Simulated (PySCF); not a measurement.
## A study: C4H6S, SMILES `[H][H].c1ccsc1`

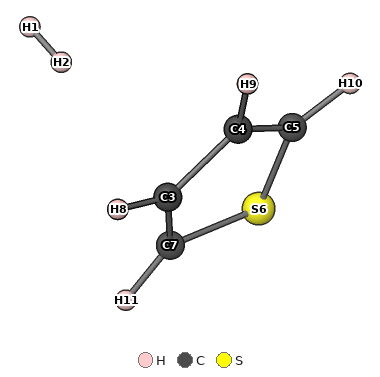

The molecule, with its atoms numbered as below. The pair's geometry is semi-empirical, so its contact may be too short or too long.

Cartesian coordinates (Å):

```
H1       1.6400    0.8190   -3.1182
H2       1.5505    0.7199   -2.3513
C3       1.2339    0.5060    0.4463
C4       1.0961   -0.8864    0.2356
C5      -0.1794   -1.2427   -0.0561
S6      -1.2391    0.1112   -0.0798
C7       0.0589    1.1697    0.3096
H8       2.1661    0.9850    0.6876
H9       1.9125   -1.5835    0.2977
H10     -0.5697   -2.2193   -0.2615
H11     -0.1311    2.2195    0.4100
```

Part 1: Bonding charge

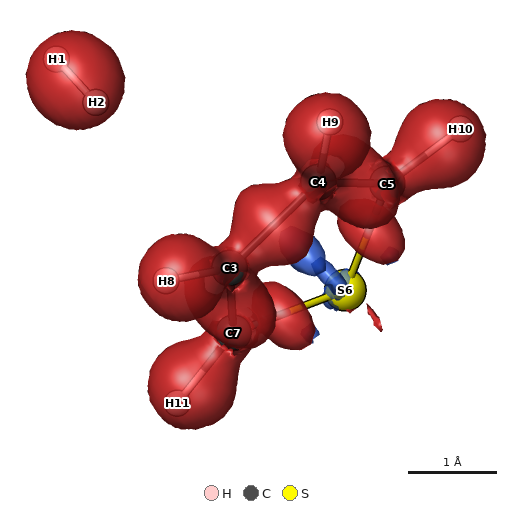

Deformation density (molecule less spherical, spin-averaged free atoms at the same positions), surfaces at ±0.14 e/Å³; red: gain, blue: loss.

PySCF calculation, BP86/aug-cc-pVDZ, gas phase; geometry: GFN2-xTB.

Question: Describe the bonding that the map shows.

Answer: The five largest and four smallest: H1–H2: +0.70 e/Å³ at the bond critical point (bond length 0.78 Å). C7–H11: +0.69 e/Å³ at the bond critical point (bond length 1.07 Å). C5–H10: +0.69 e/Å³ at the bond critical point (bond length 1.07 Å). C4–H9: +0.68 e/Å³ at the bond critical point (bond length 1.07 Å). C3–H8: +0.68 e/Å³ at the bond critical point (bond length 1.08 Å). C3–C7: +0.59 e/Å³ at the bond critical point (bond length 1.36 Å). C3–C4: +0.53 e/Å³ at the bond critical point (bond length 1.42 Å). C5–S6: +0.28 e/Å³ at the bond critical point (bond length 1.72 Å). S6–C7: +0.28 e/Å³ at the bond critical point (bond length 1.72 Å). In all, 2.3 electrons gather in the regions of gain relative to the promolecule.

Part 2: Bond critical points

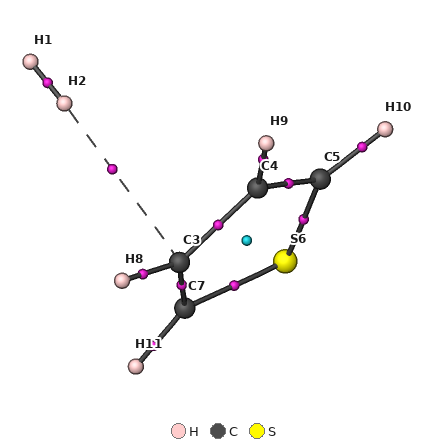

Molecular graph of the electron density (QTAIM): bond paths, bond critical points (magenta), ring points (cyan, if any); weak paths are dashed.

Question: How many critical points of each kind are there, and does the count close?

Answer: 11 nuclei, 11 bond, 1 ring and 0 cage critical points: 11 − 11 + 1 − 0 = 1, as the Poincaré–Hopf relation requires.

Question: What does the calculation give at each kind of bond critical point?

Answer:
```tsv
bond	length (Å)	ρ (a.u.)	∇²ρ (a.u.)	ε	H (a.u.)
C4–C5	1.356	0.321	−0.77	0.27	−0.317
C3–C7	1.356	0.321	−0.77	0.27	−0.316
C3–C4	1.415	0.290	−0.66	0.17	−0.259
C7–H11	1.072	0.283	−1.07	0.03	−0.310
C5–H10	1.072	0.283	−1.07	0.03	−0.310
C4–H9	1.075	0.281	−1.05	0.02	−0.305
C3–H8	1.076	0.281	−1.05	0.02	−0.305
H1–H2	0.778	0.238	−1.13	0.00	−0.284
C5–S6	1.719	0.211	−0.42	0.24	−0.180
S6–C7	1.719	0.211	−0.42	0.24	−0.180
H2–C3	2.824	0.006	+0.02	0.47	+0.001
```

Question: What kind of interaction is C3–C4?

Answer: Shared-shell (covalent): ρ = 0.290, ∇²ρ = −0.66, H = −0.259 a.u. Its ellipticity of 0.17 shows that the density isn't cylindrical about the bond.

Question: Are there bond paths between atoms that aren't covalently bonded?

Answer: Yes: H2–C3 (2.82 Å, ρ = 0.006).

Part 3: Electrostatic potential

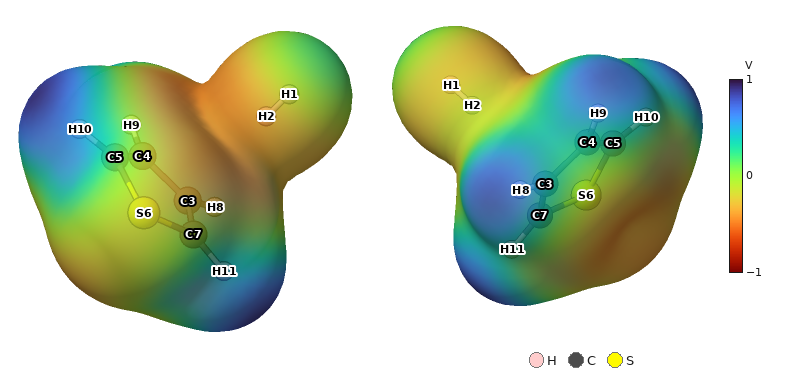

Electrostatic potential on the surface of electron density 0.001 a.u. (back view left, front view right).

Question: Where are the extremes of the potential on the surface?

Answer: Highest: 0.91 V, 1.3 Å from H10. Further maxima include 0.75 V, 1.3 Å from H8; 0.74 V, 1.3 Å from H9. Lowest: −0.55 V, off the C4–C5 bond (2.1 to 2.2 Å from its atoms). The surface is sampled at points, so like sites can differ by a few per cent and only the strongest of them is named.

Part 4: Binding density

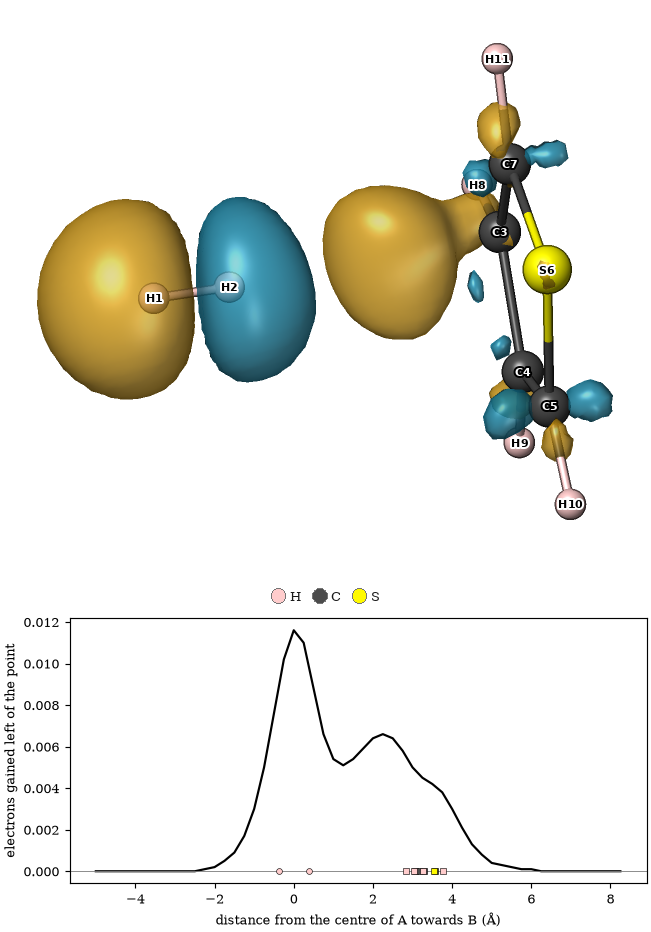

Density of the complex less the densities of the two fragments at the same geometry, ±0.0008 e/Å³ (yellow: gain, teal: loss). Fragment A: H2 (atoms 1–2); fragment B: H4C4S. Below: the charge-displacement curve along the line of centres (A on the left).

Computed with PySCF, BP86/aug-cc-pVDZ, geometry: GFN2-xTB.

Question: Which way does charge flow?

Answer: Hirshfeld charges show 0.006 e passing from B to A. By Hirshfeld charges, electrons gather most on H1 (−0.009 e) and leave H2 most (+0.003 e); 0.02 e is displaced in all, which induces a dipole of 0.17 D.

Question: What is the interaction energy, and which contacts carry it?

Answer: The counterpoise-corrected interaction energy of the frozen fragments is +0.5 kcal/mol without dispersion correction and −0.6 kcal/mol with D3(BJ). The pair geometry is semi-empirical, not a minimum at this level. Contacts: H2···C3, 2.82 Å, ρ = 0.006 a.u. The pose is a local one from a semi-empirical search, not shown to be the most stable.

Part 5: Excited states

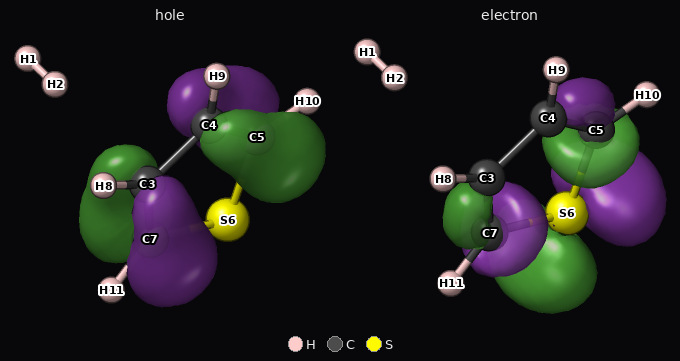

Leading natural transition orbital pair of S₃ (TDA singlet states); the surfaces enclose about 70 % of each orbital's density.

Computed with PySCF, B3LYP/def2-SVP, geometry: GFN2-xTB. Without diffuse functions Rydberg states are missing, so the states' numbers hold for this basis only.

Question: Where does the state lie, and where do hole and electron sit?

Answer: 6.73 eV (184 nm), f = 0.000 (very weak); the leading pair carries 100 %; hole on C5 and C7 (29 % each), C3 and C4 (14 % each) and S6 (7 %), electron on S6 (58 %) and C5 and C7 (14 % each); their centroids lie 1.2 Å apart. In canonical orbitals it is mainly HOMO → LUMO+1 (99 %). The HOMO–LUMO gap is 6.21 eV.
